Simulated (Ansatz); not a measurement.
# What La3InB (Pm-3m) distorts into, part 2 of 3

Which phase does La3InB (Pm-3m) fall into along its unstable mode, and how much energy does it gain?

Ansatz 0.2.0; DFT PBEsol, scalar-relativistic, plane waves, PAW; PAW set soft_1.

So far, highest frequency on the path or at a solved wavevector (cm⁻¹): step 2 (phonons on a q mesh) 410. Also lowest frequency on the path (cm⁻¹): step 2 -118.

### Step 6. Relaxing from the distorted cell

Starting from the lowest point found, all atoms and the cell are let go, so that strain and other modes of the same symmetry can join in.

Contents of input.yaml:

```yaml
crystal:
  lattice:
    - [5.2472787968, 0.0, 0.0]
    - [0.0, 5.2472787968, 0.0]
    - [0.0, 0.0, 5.2472787968]
  atoms:
    - { symbol: La, position: [0.5, 0.0019742883, 0.4982888082] }
    - { symbol: La, position: [0.5, 0.4982888082, 0.0019742883] }
    - { symbol: La, position: [0.0, 0.4982888082, 0.4982888082] }
    - { symbol: In, position: [0.0, -2.43226e-05, -2.43226e-05] }
    - { symbol: B, position: [0.5, 0.5188659595, 0.5188659595] }
kpoints:
  mp_grid: { grid: [8, 8, 8] }
hamiltonian:
  xc: pbesol
  pseudopotentials: { kind: paw, azcp: { folder: soft_1 }, xc_functional: pbe }
scf:
  occupations: { method: methfessel_paxton, width: 0.2 }
output:
  forces: true
  stress: true
  eigenvalues: true
relax:
  adjacent_minimum: "off"
  f_tol: 0.002
  max_steps: 120
  cell: { stress_tol: 0.03 }
```

Launch:

```sh
$ ansatz run input.yaml --threads 4 --pin off --max-ram 10240MiB --backend cpu --events-out ev --progress --plain --runs-dir out
```

Numbers of over 12 decimals in the logs are rounded to 6 here.

What it wrote:

```text
[...]
Crystal: 5 atoms, lattice volume = 144.478 Å³
Basis set: ecut = 420 eV, 2801 PW (Γ), exchange–correlation on 72×72×72 points (8 copies of the dense FFT grid, shifted against one another)
Bands: 30, of which v1, the nominal top of the filled ones, is band 25 counted from 1 (24 counted from 0)
Symmetry: 4 space group operations
[...]
k-points: 105 of 512 (time reversal used)
[...]
SCF iter   1: F=—  HF=-24168.926826 eV  |F-HF|=—  |Δ(HF+E_count)|=         —  Δρ=6.97e-2  dr2=2.85e1  ethr=3.10e-3  ⟨swp⟩=4.9  Hψ=14881  notcnv=0
[...]
SCF iter  10: F=-24163.263099 eV  HF=-24163.263099 eV  |F-HF|=1.09e-11  |Δ(HF+E_count)|=   1.41e-8  S|Δr|=    0.00e0  Δρ=8.51e-7  dr2=1.13e-9  ethr=2.04e-10  ⟨swp⟩=11.2  Hψ=17489  notcnv=0
SCF 1 converged in 10 iterations: F = -24163.263099 eV  dr2 = 1.13e-9
[...]
relax step   1: F+E_penalty+E_count = -24163.26309850 eV  Δ(F+E_penalty+E_count) = +0.000e0 eV  max|allowed force component| = 1.081e-1 eV/Å  Δτ_max = 0.0000 Å  P = -0.050 GPa  Ω = 144.478 Å³  (10 SCF iters, dr2 threshold 1.00e-7 eV, accepted)
Crystal: 5 atoms, lattice volume = 143.776 Å³
[...]
iter 1 solved again at ethr=2.37e-4 eV; its pass at ethr=3.10e-3 eV (dr2=1.16e-1 eV) is discarded
[...]
SCF iter   6: F=-24163.230631 eV  HF=-24163.230631 eV  |F-HF|=1.72e-7  |Δ(HF+E_count)|=   1.36e-6  S|Δr|=    0.00e0  Δρ=1.22e-5  dr2=3.68e-7  ethr=1.02e-9  ⟨swp⟩=9.7  Hψ=21109  notcnv=0
SCF 2 converged in 6 iterations: F = -24163.230631 eV  dr2 = 3.68e-7
relax step   2: F+E_penalty+E_count = -24163.23063070 eV  Δ(F+E_penalty+E_count) = +3.247e-2 eV  max|allowed force component| = 4.594e-1 eV/Å  Δτ_max = 0.0766 Å  P = -0.161 GPa  Ω = 143.776 Å³  energy of the carried Pulay correction = +7.061e-5 eV  (6 SCF iters, dr2 threshold 5.00e-7 eV, rejected (line search))
Crystal: 5 atoms, lattice volume = 144.204 Å³
[...]
SCF iter  10: F=-24163.264964 eV  HF=-24163.264964 eV  |F-HF|=7.28e-12  |Δ(HF+E_count)|=  3.64e-12  S|Δr|=    0.00e0  Δρ=5.09e-8  dr2=3.67e-12  ethr=1.00e-12  ⟨swp⟩=11.1  Hψ=20109  notcnv=0
SCF 3 converged in 10 iterations: F = -24163.264964 eV  dr2 = 3.67e-12
relax step   3: F+E_penalty+E_count = -24163.26496380 eV  Δ(F+E_penalty+E_count) = -1.865e-3 eV  max|allowed force component| = 7.234e-3 eV/Å  Δτ_max = 0.0138 Å  P = -0.022 GPa  Ω = 144.204 Å³  energy of the carried Pulay correction = +2.751e-5 eV  (10 SCF iters, accepted)
[... from here on, the SCF cycles and remarks between the steps are left out ...]
relax step   4: F+E_penalty+E_count = -24163.26505138 eV  Δ(F+E_penalty+E_count) = -8.757e-5 eV  max|allowed force component| = 8.206e-3 eV/Å  Δτ_max = 0.0023 Å  P = -0.005 GPa  Ω = 144.153 Å³  energy of the carried Pulay correction = +3.267e-5 eV  (5 SCF iters, dr2 threshold 7.51e-9 eV, accepted)
relax step   5: F+E_penalty+E_count = -24163.26600789 eV  Δ(F+E_penalty+E_count) = -9.565e-4 eV  max|allowed force component| = 2.616e-2 eV/Å  Δτ_max = 0.0300 Å  P = +0.094 GPa  Ω = 143.835 Å³  energy of the carried Pulay correction = +6.467e-5 eV  (7 SCF iters, dr2 threshold 4.21e-9 eV, accepted)
relax step   6: F+E_penalty+E_count = -24163.26877312 eV  Δ(F+E_penalty+E_count) = -2.765e-3 eV  max|allowed force component| = 5.795e-2 eV/Å  Δτ_max = 0.0380 Å  P = +0.154 GPa  Ω = 143.556 Å³  energy of the carried Pulay correction = +9.278e-5 eV  (6 SCF iters, dr2 threshold 8.15e-8 eV, accepted)
relax step   7: F+E_penalty+E_count = -24163.28160769 eV  Δ(F+E_penalty+E_count) = -1.283e-2 eV  max|allowed force component| = 1.277e-1 eV/Å  Δτ_max = 0.0831 Å  P = +0.240 GPa  Ω = 142.826 Å³  energy of the carried Pulay correction = +1.667e-4 eV  (6 SCF iters, dr2 threshold 2.10e-7 eV, accepted)
relax step   8: F+E_penalty+E_count = -24163.28661120 eV  Δ(F+E_penalty+E_count) = -5.004e-3 eV  max|allowed force component| = 1.985e-1 eV/Å  Δτ_max = 0.1519 Å  P = +0.339 GPa  Ω = 141.296 Å³  energy of the carried Pulay correction = +3.227e-4 eV  (6 SCF iters, dr2 threshold 5.00e-7 eV, accepted)
relax step   9: F+E_penalty+E_count = -24163.30261948 eV  Δ(F+E_penalty+E_count) = -1.601e-2 eV  max|allowed force component| = 1.514e-1 eV/Å  Δτ_max = 0.0932 Å  P = +0.133 GPa  Ω = 142.631 Å³  energy of the carried Pulay correction = +1.864e-4 eV  (6 SCF iters, dr2 threshold 5.00e-7 eV, accepted)
relax step  10: F+E_penalty+E_count = -24163.31277221 eV  Δ(F+E_penalty+E_count) = -1.015e-2 eV  max|allowed force component| = 7.657e-2 eV/Å  Δτ_max = 0.0354 Å  P = +0.085 GPa  Ω = 142.602 Å³  energy of the carried Pulay correction = +1.894e-4 eV  (5 SCF iters, dr2 threshold 5.00e-7 eV, accepted)
relax step  11: F+E_penalty+E_count = -24163.31726677 eV  Δ(F+E_penalty+E_count) = -4.495e-3 eV  max|allowed force component| = 7.740e-2 eV/Å  Δτ_max = 0.0626 Å  P = +0.159 GPa  Ω = 142.113 Å³  energy of the carried Pulay correction = +2.391e-4 eV  (6 SCF iters, dr2 threshold 4.11e-7 eV, accepted)
relax step  12: F+E_penalty+E_count = -24163.31806937 eV  Δ(F+E_penalty+E_count) = -8.026e-4 eV  max|allowed force component| = 8.766e-2 eV/Å  Δτ_max = 0.0346 Å  P = +0.060 GPa  Ω = 142.655 Å³  energy of the carried Pulay correction = +1.840e-4 eV  (5 SCF iters, dr2 threshold 3.74e-7 eV, accepted)
relax step  13: F+E_penalty+E_count = -24163.31979274 eV  Δ(F+E_penalty+E_count) = -1.723e-3 eV  max|allowed force component| = 1.388e-2 eV/Å  Δτ_max = 0.0212 Å  P = +0.008 GPa  Ω = 142.637 Å³  energy of the carried Pulay correction = +1.858e-4 eV  (5 SCF iters, dr2 threshold 4.80e-7 eV, accepted)
relax step  14: F+E_penalty+E_count = -24163.31978662 eV  Δ(F+E_penalty+E_count) = +6.124e-6 eV  max|allowed force component| = 1.634e-2 eV/Å  Δτ_max = 0.0108 Å  P = +0.053 GPa  Ω = 142.593 Å³  energy of the carried Pulay correction = +1.902e-4 eV  (6 SCF iters, dr2 threshold 1.20e-8 eV, rejected (line search))
relax step  15: F+E_penalty+E_count = -24163.31992701 eV  Δ(F+E_penalty+E_count) = -1.343e-4 eV  max|allowed force component| = 4.558e-3 eV/Å  Δτ_max = 0.0053 Å  P = -0.009 GPa  Ω = 142.700 Å³  energy of the carried Pulay correction = +1.794e-4 eV  (8 SCF iters, accepted)
relax step  16: F+E_penalty+E_count = -24163.31993790 eV  Δ(F+E_penalty+E_count) = -1.089e-5 eV  max|allowed force component| = 3.941e-3 eV/Å  Δτ_max = 0.0034 Å  P = +0.004 GPa  Ω = 142.685 Å³  energy of the carried Pulay correction = +1.809e-4 eV  (6 SCF iters, dr2 threshold 1.30e-9 eV, accepted)
relax step  17: F+E_penalty+E_count = -24163.31994585 eV  Δ(F+E_penalty+E_count) = -7.949e-6 eV  max|allowed force component| = 1.862e-4 eV/Å  Δτ_max = 0.0018 Å  P = +0.002 GPa  Ω = 142.678 Å³  energy of the carried Pulay correction = +1.817e-4 eV  (5 SCF iters, dr2 threshold 9.71e-10 eV, accepted)
[...]
SCF iter   1: F=—  HF=-24163.319795 eV  |F-HF|=—  |Δ(HF+E_count)|=         —  Δρ=1.20e-5  dr2=2.45e-8  ethr=2.43e-7  ⟨swp⟩=5.6  Hψ=24738  notcnv=0
eigensolver tolerance schedule: the retry pair's looser diagonalisation over-reported the residual by 4849.39 of it (diagonalisation noise at 0.61 of the residual, at the tolerance the schedule requests for it); recorded, not acted on — ethr = c·dr2/N_el stays at c = 1.0e-1
SCF iter   2: F=—  HF=-24163.319790 eV  |F-HF|=—  |Δ(HF+E_count)|=   5.18e-6  S|Δr|=    0.00e0  Δρ=6.27e-6  dr2=7.55e-9  ethr=5.00e-11  ⟨swp⟩=3.3  Hψ=7710  notcnv=0
[...]
SCF iter   5: F=-24163.319790 eV  HF=-24163.319790 eV  |F-HF|=1.09e-11  |Δ(HF+E_count)|=  3.64e-12  S|Δr|=    0.00e0  Δρ=3.34e-8  dr2=4.34e-12  ethr=1.00e-12  ⟨swp⟩=6.4  Hψ=15153  notcnv=0
SCF 18 converged in 5 iterations: F = -24163.319790 eV  dr2 = 4.34e-12
relax step  18: F+E_penalty+E_count = -24163.31979026 eV  Δ(F+E_penalty+E_count) = +1.556e-4 eV  max|allowed force component| = 1.829e-4 eV/Å  Δτ_max = 0.0000 Å  P = +0.001 GPa  Ω = 142.678 Å³  stress off target by 3.80e-3 GPa  SCF on the basis re-selected at this cell (its energy is not comparable with the rows above)  (5 SCF iters)
basis re-selected at this cell: Δ(F+E_penalty+E_count) = +1.556e-4 eV, ΔP = -0.001 GPa vs the last step (what re-selecting the basis moved, of the pressure what is left beyond the Pulay correction that the steps carried, after the strain that the cell walked since its last selection, with what the two solves' SCF thresholds leave and, on support functions, any second-order correction that the steps lacked; it is no m [...]
SCF converged after 5 iterations
[...]
Free energy (F): -24163.319790 eV
[...]
Internal energy: -24163.317617 eV  (E = F + TS)
E sigma→0 (E₀):  -24163.319247 eV
Entropy (-TS):   -0.002173 eV (-0.435 meV/atom)
Fermi energy:    10.292399 eV
[...]
--- Forces (eV/Å), atoms counted from 1 ---
  atom   1  La    -0.00000000    -0.00014949     0.00012504
  atom   2  La    -0.00000000     0.00012504    -0.00014949
  atom   3  La     0.00000000     0.00016264     0.00016264
  atom   4  In     0.00000000    -0.00018296    -0.00018296
  atom   5  B      0.00000000     0.00004448     0.00004448
  max |Σ_I F_I| component: 2.90e-7 eV/Å
--- Stress (GPa, compression-positive) ---
        0.001071       0.000000       0.000000
        0.000000       0.001005       0.002798
        0.000000       0.002798       0.001005
  P = ⅓ Tr σ = 0.0010 GPa (0.010 kbar)
--- Band table (eV; the first three rows and the last of 105) ---
  k-point 0: bands = [... 21 lower, 9.9238, 9.9350, 10.0147, 11.1988, 11.2617, 11.2674, 11.3626, 11.3674, ... 1 higher]
  k-point 1: bands = [... 21 lower, 9.7891, 10.0845, 10.0989, 10.8868, 11.1462, 11.1677, 11.3185, 11.4194, ... 1 higher]
  k-point 2: bands = [... 21 lower, 9.7554, 10.0357, 10.1618, 10.5423, 10.9762, 11.0035, 11.3932, 11.5873, ... 1 higher]
  k-point 104: bands = [... 21 lower, 7.8789, 10.7226, 10.7294, 10.7739, 11.5629, 11.8436, 11.8958, 12.0734, ... 1 higher]
--- Relaxed structure (17 steps of the walk, 15 accepted, 1 SCFs on fresh bases) ---
  F+E_penalty+E_count = -24163.31979026 eV   max|allowed force component| = 1.829e-4 eV/Å   (the final SCF, on the basis selected at the relaxed cell)
  cell:  # Å, volume = 142.6776 Å³
    - [5.220468, 0, 0]
    - [0, 5.228134, 0.054462]
    - [0, 0.054462, 5.228134]
  atoms:
    - { symbol: La, position: [0.5, 0.00151904, 0.541750] }
    - { symbol: La, position: [0.5, 0.541750, 0.00151904] }
    - { symbol: La, position: [0, 0.467511, 0.467511] }
    - { symbol: In, position: [0, 0.00328536, 0.00328536] }
    - { symbol: B, position: [0.5, 0.503328, 0.503328] }
```

The job ended after 2.6 min (4 threads of AMD EPYC 9B14 (Zen 4), shared host; peak memory 0.8 GiB).

Step by step:

```csv
step,energy less that of the first step (eV),largest force component (eV/Å),pressure (GPa),volume (Å³)
1,0.0000,0.1081,-0.05,144.48
2,0.0325,0.4594,-0.16,143.78
3,-0.0019,0.0072,-0.02,144.20
4,-0.0020,0.0082,0.00,144.15
5,-0.0029,0.0262,0.09,143.83
6,-0.0057,0.0579,0.15,143.56
7,-0.0185,0.1277,0.24,142.83
8,-0.0235,0.1985,0.34,141.30
9,-0.0395,0.1514,0.13,142.63
10,-0.0497,0.0766,0.08,142.60
11,-0.0542,0.0774,0.16,142.11
12,-0.0550,0.0877,0.06,142.65
13,-0.0567,0.0139,0.01,142.64
14,-0.0567,0.0163,0.05,142.59
15,-0.0568,0.0046,-0.01,142.70
16,-0.0568,0.0039,0.00,142.69
17,-0.0568,0.0002,0.00,142.68
18*,-0.0567,0.0002,0.00,142.68
```

Relaxation steps marked * repeat the geometry before them on a plane-wave basis chosen anew for their cell, so energy and pressure can jump there. Relaxation steps 2, 14 were tried and not accepted.

Forces are held to the 4 operations that the run works with; a distortion that breaks them can't arise in this run.

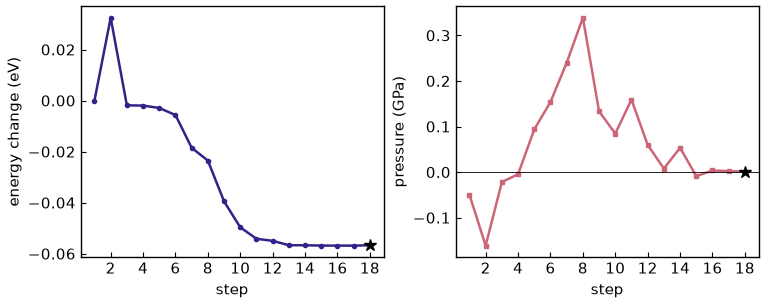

Energy and pressure along the relaxation. Stars mark steps on a basis chosen anew.

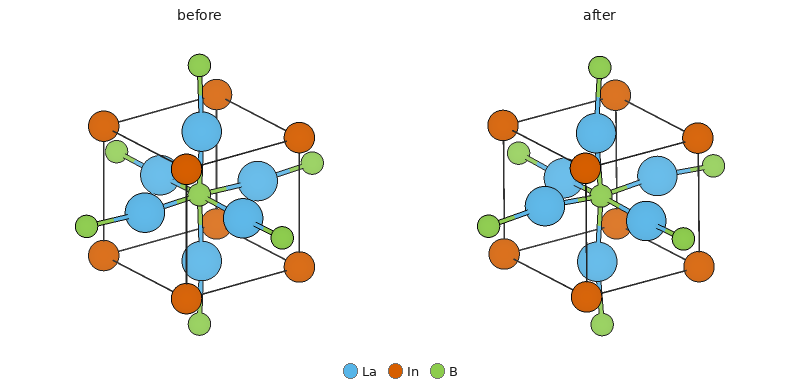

The structure before and after the relaxation, drawn at the same scale.

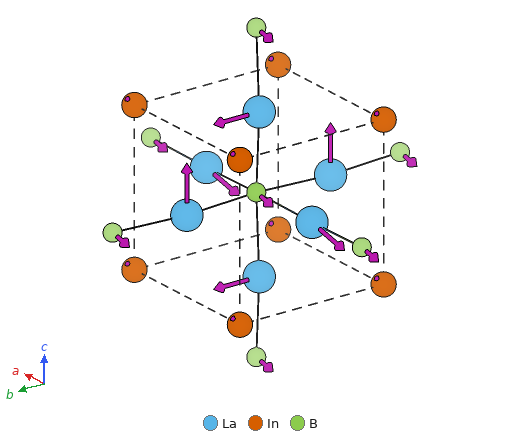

Displacements in the relaxation, exaggerated, measured against the changing cell; the longest in the cell stands for 0.23 Å. Some periodic images of atoms are drawn too.

```csv
"conventional cell, symmetrised",before,after,change
a (Å),5.247,5.220,-0.5 %
b (Å),7.421,7.317,-1.4 %
c (Å),7.421,7.471,+0.7 %
volume (Å³/atom),28.90,28.54,-1.2 %
```

The atoms that moved most (Å, as changes of fractional coordinates times the final cell):

```csv
atom,dx,dy,dz,length
La3,0.000,-0.163,-0.163,0.230
La1,0.000,0.000,0.227,0.227
La2,0.000,0.227,0.000,0.227
B5,0.000,-0.082,-0.082,0.116
In4,0.000,0.017,0.017,0.025
```

Numbers from this step:

```yaml
pressure: 0.001027 GPa
volume_per_atom: 28.54 Å³
```

The distorted start has space group Amm2; the relaxation ends in Amm2.

### Step 7. The new phase in its own primitive cell

The relaxed structure is symmetrised, reduced to its primitive cell and relaxed tightly, as its phonons need.

input.yaml, the sections that differ from step 6:

```yaml
crystal:
  lattice:
    - [5.2204680877, 0.0, 0.0]
    - [0.0, 3.6583386358, 3.735359009]
    - [0.0, -3.6583386358, 3.735359009]
  atoms:
    - { symbol: La, position: [0.5, 0.0015190399, 0.5417501103] }
    - { symbol: La, position: [0.5, 0.5417501103, 0.0015190399] }
    - { symbol: La, position: [0.0, 0.4675112055, 0.4675112055] }
    - { symbol: In, position: [0.0, 0.0032853601, 0.0032853601] }
    - { symbol: B, position: [0.5, 0.5033278257, 0.5033278257] }
relax:
  adjacent_minimum: "off"
  f_tol: 0.001
  max_steps: 60
  cell: { stress_tol: 0.01 }
# kpoints, hamiltonian, scf, output: as in step 6
```

What it wrote:

```text
[...]
Crystal: 5 atoms, lattice volume = 142.678 Å³
Basis set: ecut = 420 eV, 2813 PW (Γ), exchange–correlation on 72×72×72 points (8 copies of the dense FFT grid, shifted against one another)
Bands: 30, of which v1, the nominal top of the filled ones, is band 25 counted from 1 (24 counted from 0)
Symmetry: 4 space group operations
[...]
k-points: 105 of 512 (time reversal used)
[...]
cell:  # Å, volume = 142.6776 Å³
    - [5.2204680877, 0.0, 0.0]
    - [0.0, 3.6583386358, 3.735359009]
    - [0.0, -3.6583386358, 3.735359009]
  atoms:
    - { symbol: La, position: [0.500000, 0.00151904, 0.541750] }
    - { symbol: La, position: [0.500000, 0.541750, 0.00151904] }
    - { symbol: La, position: [0.0, 0.467511, 0.467511] }
    - { symbol: In, position: [0.0, 0.00328536, 0.00328536] }
    - { symbol: B, position: [0.500000, 0.503328, 0.503328] }
[key lines of the parts left out:]
SCF converged after 7 iterations
Free energy (F): -24163.319790 eV
Fermi energy:    10.292399 eV
P = ⅓ Tr σ = 0.0010 GPa (0.010 kbar)
```

Elapsed: 19 s, on 4 threads; peak memory 0.77 GiB; 74 s of CPU time.

Little changed from the start: no atom moved by 0.005 Å and no cell edge by 0.1 %.

This step gave:

- pressure: 0.001025 GPa

The largest force component left is 0.26 meV/Å and the pressure is 0.001 GPa, within the tolerances set. The cell now holds 28.54 Å³/atom.

[end of part 2 of 3]

[Logs are printed without paths, hosts, clocks, repeated set-up lines and the standing remarks that a program may print on its own settings, such as how far it seeks lower states.]

[Hosts, paths, dates, database ids (printed as entryN), source tags and the programs' standing remarks are cut or masked in the printed files.]
